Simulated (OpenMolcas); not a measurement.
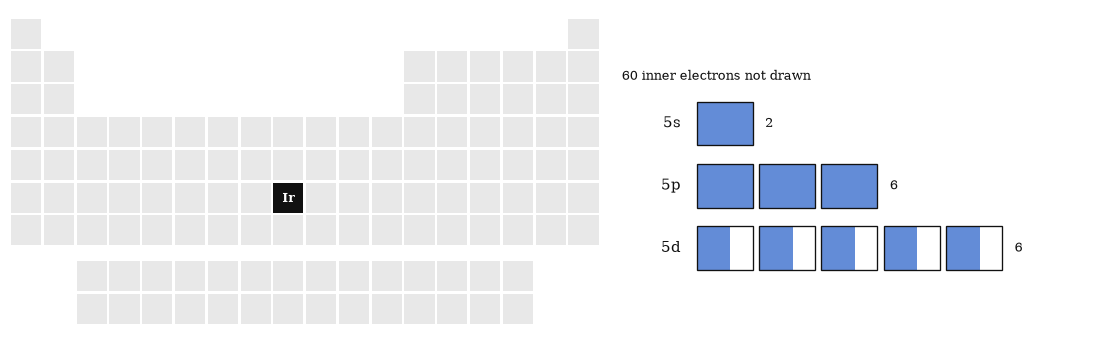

Figure 1. Left, the place of iridium in the periodic table; right, the outer shells of the leading configuration of the lowest level: a box for each of the 2l + 1 orbitals, shaded by the share of the shell that is filled, with the electron count at the right.

# Run report: Ir³⁺ complex, multiconfigurational calculation (part 1 of 2)

System: Ir³⁺ with 4 ligands (Cl; tetrahedron, 2.31 Å), neutralised by 4 outer point charges of +0.25 e, whose field is part of the energies.
Method: state-averaged CASSCF, active space 6 electrons in the shell 5d, basis ANO-RCC-VDZP on the metal and ANO-RCC-VDZP on the ligands, DKH2 scalar Hamiltonian, spin-orbit coupling by RASSI with atomic mean-field integrals (OpenMolcas).

### Input file
```
&GATEWAY
Coord
5

Ir 0.0 0.0 0.0
Cl 1.333679 1.333679 1.333679
Cl 1.333679 -1.333679 -1.333679
Cl -1.333679 1.333679 -1.333679
Cl -1.333679 -1.333679 1.333679
Basis=Ir.ANO-RCC-VDZP,Cl.ANO-RCC-VDZP
Group=NoSym
NoMove
AngMom=0.0 0.0 0.0
AMFI
RICD
XField
4 Angstrom 0
3.181200 3.181200 3.181200 0.250000
3.181200 -3.181200 -3.181200 0.250000
-3.181200 3.181200 -3.181200 0.250000
-3.181200 -3.181200 3.181200 0.250000
&SEWARD
&RASSCF
FileOrb=start.orb
Symmetry=1
Spin=5
nActEl=6 0 0
Inactive=70
Ras2=5
CIRoot=5 5 1
SDav=5
CIMx=300
Iter=150 100
PrWF=0.3
OrbListing=Nothing
MaxOrb=0
LevShft=1.0
>>> COPY $Project.JobIph JOB001
&RASSCF
FileOrb=start.orb
Symmetry=1
Spin=3
nActEl=6 0 0
Inactive=70
Ras2=5
CIRoot=45 45 1
SDav=45
CIMx=300
Iter=150 100
PrWF=0.3
OrbListing=Nothing
MaxOrb=0
LevShft=1.0
>>> COPY $Project.JobIph JOB002
&RASSCF
FileOrb=start.orb
Symmetry=1
Spin=1
nActEl=6 0 0
Inactive=70
Ras2=5
CIRoot=50 50 1
SDav=50
CIMx=300
Iter=150 100
PrWF=0.3
OrbListing=Nothing
MaxOrb=0
LevShft=1.0
>>> COPY $Project.JobIph JOB003
&RASSI
NrOfJobIphs=3 5 45 50
1 2 3 4 5
1 2 3 4 5 6 7 8 9 10 11 12 13 14 15 16 17 18 19 20 21 22 23 24 25 26 27
28 29 30 31 32 33 34 35 36 37 38 39 40 41 42 43 44 45
1 2 3 4 5 6 7 8 9 10 11 12 13 14 15 16 17 18 19 20 21 22 23 24 25 26 27
28 29 30 31 32 33 34 35 36 37 38 39 40 41 42 43 44 45 46 47 48 49 50
IphNames
JOB001
JOB002
JOB003
EJob
SpinOrbit
DIPRint=1.0
SOCoupling=1000.0
Subsets=2
Property=9
'ANGMOM' 1 'ANGMOM' 2 'ANGMOM' 3 'MLTPL  1' 1 'MLTPL  1' 2 'MLTPL  1' 3
'AMFI' 1 'AMFI' 2 'AMFI' 3
SOProperty=3
'ANGMOM' 1 'ANGMOM' 2 'ANGMOM' 3
```

The file start.orb holds starting orbitals from an earlier step. A driver script formed the levels outside the program, from RASSI's spin-orbit matrix and the active-space energies, averaged over the components of each term or state.

Command:
```bash
OMP_NUM_THREADS=1 MOLCAS_MEM=2457 MOLCAS_PROJECT=a pymolcas a.inp > a.log  # once for each step of the input, in one work folder
```

### Output (extracts)
```
--- SEWARD ---
Basis set label: IR.ANO-RCC...7S6P4D2F.

      Electronic valence basis set:
      ------------------
      Associated Effective Charge  77.000000 au
      Associated Actual Charge     77.000000 au
      Nuclear Model: Point charge

      Shell  nPrim  nBasis  Cartesian Spherical Contaminant
         s      24       7        X
         p      21       6        X
         d      15       4                 X
         f      11       2                 X
                  Relativistic Douglas-Kroll-Hess integrals:
                    - DKH order of Hamiltonian: 2
                    - DKH order of Properties : 0
                  Atomic mean-field integrals
--- RASSCF ---
Wave function specifications:
      -----------------------------

      Number of closed shell electrons         140
      Number of electrons in active shells       6
      Max number of holes in RAS1 space          0
      Max nr of electrons in RAS3 space          0
      Number of inactive orbitals               70
      Number of active orbitals                  5
      Number of secondary orbitals              56
      Spin quantum number                      2.0
      State symmetry                             1
Orbital specifications:
      -----------------------

      Symmetry species                           1
                                                 a
      Frozen orbitals                            0
      Inactive orbitals                         70
      Active orbitals                            5
      RAS1 orbitals                              0
      RAS2 orbitals                              5
      RAS3 orbitals                              0
      Secondary orbitals                        56
      Deleted orbitals                           0
      Number of basis functions                131
      Number of CSFs                             5
      Number of root(s) required                 5
      Iter CI   SX   CI       RASSCF       Energy    max ROT     max BLB   max BLB  Level Ln srch  Step   QN
          iter iter root      energy       change     param      element    value   shift minimum  type update
 Nr of preliminary CI iterations:   1
      Total energies have been shifted. Add               -19000.00 au
        1   1   10    0  -654.01460611    0.00E+00  -6.19E-02   74  90 1  2.25E-01*  1.29   0.00    SX    NO
        2   1   10    0  -654.46770120   -4.53E-01* -4.22E-02   43  83 1  6.20E-02*  1.05   0.00    SX    NO
        3   1   10    0  -654.60817318   -1.40E-01* -2.90E-02   43  83 1  3.13E-02*  0.92   0.00    SX    NO
        4   1   10    0  -654.65059793   -4.24E-02*  1.78E-02   71  86 1  2.15E-02*  0.86   0.00    SX    NO
        5   1   10    0  -654.66647096   -1.59E-02*  2.11E-02   74  85 1  1.55E-02*  0.84   2.50    LS   YES
        6   1   10    0  -654.67620349   -9.73E-03* -1.18E-02   72  88 1 -1.46E-02*  0.82   1.47    QN   YES
        7   1    9    0  -654.67941312   -3.21E-03* -5.76E-03   32  93 1 -6.13E-03*  0.81   1.52    LS   YES
        8   1    9    0  -654.67983289   -4.20E-04*  1.51E-03   34  86 1  5.63E-03*  0.81   1.07    QN   YES
        9   1    9    0  -654.68030316   -4.70E-04*  1.35E-03   64 123 1 -2.76E-03*  0.81   1.91    LS   YES
       10   1    9    0  -654.68044069   -1.38E-04*  7.44E-04   32  93 1  4.34E-03*  0.81   1.02    QN   YES
       11   1    8    0  -654.68050605   -6.54E-05*  4.76E-04   32  93 1  1.14E-03*  0.81   1.64    LS   YES
       12   1    8    0  -654.68051789   -1.18E-05*  4.40E-04   25  77 1  1.93E-03*  0.81   1.01    QN   YES
       13   1    7    0  -654.68052796   -1.01E-05* -3.18E-04   64 123 1  3.82E-04*  0.81   1.27    QN   YES
       14   1    7    0  -654.68053134   -3.39E-06* -2.55E-04   23  91 1  3.14E-04*  0.81   1.49    QN   YES
       15   1    7    0  -654.68053233   -9.89E-07*  1.39E-04   25  77 1 -1.44E-04*  0.81   1.36    QN   YES
       16   1    6    0  -654.68053258   -2.49E-07*  6.79E-05   64 123 1 -5.30E-05   0.81   1.49    LS   YES
       17   1    6    0  -654.68053260   -1.72E-08*  1.72E-05   20  88 1 -7.53E-05   0.81   0.75    QN   YES
       18   1    6    0  -654.68053264   -4.45E-08*  1.34E-05   22  90 1 -2.58E-05   0.81   1.78    LS   YES
       19   1    5    0  -654.68053265   -9.96E-09  -2.02E-05   33  85 1 -2.14E-05   0.81   1.03    QN   YES
      Convergence after 19 iterations
       20   1    5    0  -654.68053266   -5.51E-09  -2.02E-05   33  85 1 -8.88E-06   0.81   1.03    QN   YES
      Natural orbitals and occupation numbers for root  1
      sym 1:   1.000000   1.000000   2.000000   1.000000   1.000000
      Natural orbitals and occupation numbers for root  2
      sym 1:   1.000000   1.000000   1.000000   2.000000   1.000000
      Natural orbitals and occupation numbers for root  3
      sym 1:   1.000000   1.000000   2.000000   1.000000   1.000000
::    RASSCF root number  1 Total energy: -19654.70427601
::    RASSCF root number  2 Total energy: -19654.70427601
::    RASSCF root number  3 Total energy: -19654.66470375
::    RASSCF root number  4 Total energy: -19654.66470375
::    RASSCF root number  5 Total energy: -19654.66470375
--- RASSCF ---
Wave function specifications:
      -----------------------------

      Number of closed shell electrons         140
      Number of electrons in active shells       6
      Max number of holes in RAS1 space          0
      Max nr of electrons in RAS3 space          0
      Number of inactive orbitals               70
      Number of active orbitals                  5
      Number of secondary orbitals              56
      Spin quantum number                      1.0
      State symmetry                             1
Orbital specifications:
      -----------------------

      Symmetry species                           1
                                                 a
      Frozen orbitals                            0
      Inactive orbitals                         70
      Active orbitals                            5
      RAS1 orbitals                              0
      RAS2 orbitals                              5
      RAS3 orbitals                              0
      Secondary orbitals                        56
      Deleted orbitals                           0
      Number of basis functions                131
      Number of CSFs                            45
      Number of root(s) required                45
      Iter CI   SX   CI       RASSCF       Energy    max ROT     max BLB   max BLB  Level Ln srch  Step   QN
          iter iter root      energy       change     param      element    value   shift minimum  type update
 Nr of preliminary CI iterations:   1
      Total energies have been shifted. Add               -19000.00 au
        1   1    9    0  -654.59269852    0.00E+00   1.02E-02   62  72 1 -8.71E-03*  0.85   0.00    SX    NO
        2   1    9    0  -654.59414667   -1.45E-03* -7.48E-03   64  75 1  6.33E-03*  0.85   0.00    SX    NO
        3   1    9    0  -654.59489779   -7.51E-04* -5.66E-03   64  75 1  4.79E-03*  0.84   0.00    SX    NO
        4   1    9    0  -654.59530917   -4.11E-04*  4.33E-03   64  75 1  3.67E-03*  0.84   0.00    SX    NO
        5   1    8    0  -654.59553933   -2.30E-04*  6.29E-03   64  75 1  2.82E-03*  0.84   2.50    LS   YES
        6   1    8    0  -654.59575687   -2.18E-04*  6.56E-03   59  83 1 -1.59E-03*  0.84   2.08    LS   YES
        7   1    8    0  -654.59583701   -8.01E-05* -5.89E-04   59  83 1 -1.36E-03*  0.84   1.03    QN   YES
        8   1    7    0  -654.59584242   -5.42E-06* -8.43E-04   59  83 1 -8.36E-04*  0.84   2.44    LS   YES
        9   1    7    0  -654.59584519   -2.77E-06* -2.23E-04   52  93 1 -4.67E-04*  0.84   0.97    QN   YES
       10   1    6    0  -654.59584639   -1.20E-06* -2.15E-04   51  77 1 -1.24E-04*  0.84   1.08    QN   YES
       11   1    6    0  -654.59584666   -2.69E-07* -2.09E-04   64  75 1  6.61E-05   0.84   1.97    LS   YES
       12   1    6    0  -654.59584673   -6.95E-08*  1.78E-04   20  93 1  8.84E-05   0.84   0.87    QN   YES
       13   1    6    0  -654.59584683   -1.01E-07*  1.29E-04   64  75 1  2.79E-05   0.84   1.73    LS   YES
       14   1    5    0  -654.59584685   -1.94E-08* -5.04E-05   20  93 1 -4.24E-05   0.84   1.02    QN   YES
       15   1    5    0  -654.59584686   -1.29E-08* -4.13E-05   59  83 1  3.21E-05   0.84   1.89    QN   YES
       16   1    5    0  -654.59584686   -5.28E-09   6.79E-06   59  83 1  1.38E-05   0.84   1.12    QN   YES
      Convergence after 16 iterations
       17   1    5    0  -654.59584686    3.71E-10   6.79E-06   59  83 1  6.54E-06   0.84   1.12    QN   YES
      Natural orbitals and occupation numbers for root  1
      sym 1:   0.988812   1.013285   1.983298   0.062657   1.951948
      Natural orbitals and occupation numbers for root  2
      sym 1:   0.999121   0.076361   1.982633   1.001097   1.940789
      Natural orbitals and occupation numbers for root  3
      sym 1:   0.063289   0.987699   1.950443   1.014365   1.984204
::    RASSCF root number  1 Total energy: -19654.68050889
::    RASSCF root number  2 Total energy: -19654.68050889
::    RASSCF root number  3 Total energy: -19654.68050889
::    RASSCF root number  4 Total energy: -19654.64768294
::    RASSCF root number  5 Total energy: -19654.64768294
::    RASSCF root number  6 Total energy: -19654.64768294
::    RASSCF root number  7 Total energy: -19654.64468473
::    RASSCF root number  8 Total energy: -19654.64468473
::    RASSCF root number  9 Total energy: -19654.64468473
::    RASSCF root number 10 Total energy: -19654.64463064
::    RASSCF root number 11 Total energy: -19654.64463064
::    RASSCF root number 12 Total energy: -19654.63170562
::    RASSCF root number 13 Total energy: -19654.63135703
::    RASSCF root number 14 Total energy: -19654.62176423
::    RASSCF root number 15 Total energy: -19654.62176423
::    RASSCF root number 16 Total energy: -19654.61315053
::    RASSCF root number 17 Total energy: -19654.61315053
::    RASSCF root number 18 Total energy: -19654.61315053
::    RASSCF root number 19 Total energy: -19654.60745778
::    RASSCF root number 20 Total energy: -19654.60745778
::    RASSCF root number 21 Total energy: -19654.60745778
::    RASSCF root number 22 Total energy: -19654.59880677
::    RASSCF root number 23 Total energy: -19654.59880677
::    RASSCF root number 24 Total energy: -19654.59880677
::    RASSCF root number 25 Total energy: -19654.59529688
::    RASSCF root number 26 Total energy: -19654.59529688
::    RASSCF root number 27 Total energy: -19654.59498696
::    RASSCF root number 28 Total energy: -19654.59498696
::    RASSCF root number 29 Total energy: -19654.59498696
::    RASSCF root number 30 Total energy: -19654.58289671
--- RASSCF ---
Wave function specifications:
      -----------------------------

      Number of closed shell electrons         140
      Number of electrons in active shells       6
      Max number of holes in RAS1 space          0
      Max nr of electrons in RAS3 space          0
      Number of inactive orbitals               70
      Number of active orbitals                  5
      Number of secondary orbitals              56
      Spin quantum number                      0.0
      State symmetry                             1
Orbital specifications:
      -----------------------

      Symmetry species                           1
                                                 a
      Frozen orbitals                            0
      Inactive orbitals                         70
      Active orbitals                            5
      RAS1 orbitals                              0
      RAS2 orbitals                              5
      RAS3 orbitals                              0
      Secondary orbitals                        56
      Deleted orbitals                           0
      Number of basis functions                131
      Number of CSFs                            50
      Number of root(s) required                50
      Iter CI   SX   CI       RASSCF       Energy    max ROT     max BLB   max BLB  Level Ln srch  Step   QN
          iter iter root      energy       change     param      element    value   shift minimum  type update
 Nr of preliminary CI iterations:   1
      Total energies have been shifted. Add               -19000.00 au
        1   1    9    0  -654.55506999    0.00E+00  -5.31E-03   64  73 1 -4.52E-03*  0.83   0.00    SX    NO
        2   1    8    0  -654.55542140   -3.51E-04*  3.82E-03   64  73 1 -3.25E-03*  0.83   0.00    SX    NO
        3   1    8    0  -654.55560288   -1.81E-04*  2.94E-03   64  73 1 -2.51E-03*  0.83   0.00    SX    NO
        4   1    8    0  -654.55570239   -9.95E-05* -2.27E-03   64  73 1 -1.94E-03*  0.83   0.00    SX    NO
        5   1    8    0  -654.55575819   -5.58E-05* -3.35E-03   64  73 1 -1.51E-03*  0.83   2.50    LS   YES
        6   1    7    0  -654.55581170   -5.35E-05* -3.48E-03   64  73 1 -8.70E-04*  0.83   2.06    LS   YES
        7   1    7    0  -654.55583090   -1.92E-05*  3.54E-04   59  83 1 -6.30E-04*  0.83   1.02    QN   YES
        8   1    7    0  -654.55583255   -1.65E-06*  5.29E-04   59  83 1 -4.30E-04*  0.83   2.50    LS   YES
        9   1    6    0  -654.55583376   -1.21E-06*  2.10E-04   59  83 1 -1.29E-04*  0.83   1.38    QN   YES
       10   1    6    0  -654.55583405   -2.89E-07*  1.76E-04   59  92 1 -7.65E-05   0.83   1.41    QN   YES
       11   1    6    0  -654.55583417   -1.15E-07*  1.15E-04   59  92 1 -4.77E-05   0.83   1.53    QN   YES
       12   1    5    0  -654.55583421   -4.57E-08*  2.60E-05   59  83 1  3.79E-05   0.83   1.23    QN   YES
       13   1    5    0  -654.55583422   -7.02E-09   1.18E-05   59  83 1  1.85E-05   0.83   1.34    QN   YES
      Convergence after 13 iterations
       14   1    5    0  -654.55583422   -4.58E-10   1.18E-05   59  83 1  8.48E-06   0.83   1.34    QN   YES
      Natural orbitals and occupation numbers for root  1
      sym 1:   1.161929   0.804191   1.923700   0.160124   1.950056
      Natural orbitals and occupation numbers for root  2
      sym 1:   0.255567   0.613305   1.950056   1.257372   1.923700
      Natural orbitals and occupation numbers for root  3
      sym 1:   1.072938   0.928556   1.980900   0.099927   1.917678
::    RASSCF root number  1 Total energy: -19654.65459787
::    RASSCF root number  2 Total energy: -19654.65459787
::    RASSCF root number  3 Total energy: -19654.64920226
::    RASSCF root number  4 Total energy: -19654.64920226
::    RASSCF root number  5 Total energy: -19654.64920226
::    RASSCF root number  6 Total energy: -19654.62901607
::    RASSCF root number  7 Total energy: -19654.62071845
::    RASSCF root number  8 Total energy: -19654.62071845
::    RASSCF root number  9 Total energy: -19654.62071845
::    RASSCF root number 10 Total energy: -19654.61443298
::    RASSCF root number 11 Total energy: -19654.61254921
::    RASSCF root number 12 Total energy: -19654.61254921
::    RASSCF root number 13 Total energy: -19654.61254921
::    RASSCF root number 14 Total energy: -19654.59885899
::    RASSCF root number 15 Total energy: -19654.59885899
::    RASSCF root number 16 Total energy: -19654.57692851
::    RASSCF root number 17 Total energy: -19654.57692851
::    RASSCF root number 18 Total energy: -19654.57692851
::    RASSCF root number 19 Total energy: -19654.57543644
::    RASSCF root number 20 Total energy: -19654.57543644
::    RASSCF root number 21 Total energy: -19654.57304024
::    RASSCF root number 22 Total energy: -19654.57304024
::    RASSCF root number 23 Total energy: -19654.57304024
::    RASSCF root number 24 Total energy: -19654.57198456
::    RASSCF root number 25 Total energy: -19654.56741069
::    RASSCF root number 26 Total energy: -19654.56741069
::    RASSCF root number 27 Total energy: -19654.56741069
::    RASSCF root number 28 Total energy: -19654.56337346
::    RASSCF root number 29 Total energy: -19654.55042490
::    RASSCF root number 30 Total energy: -19654.54277504
```

(Continued in part 2.) Outcome of the run: converged.
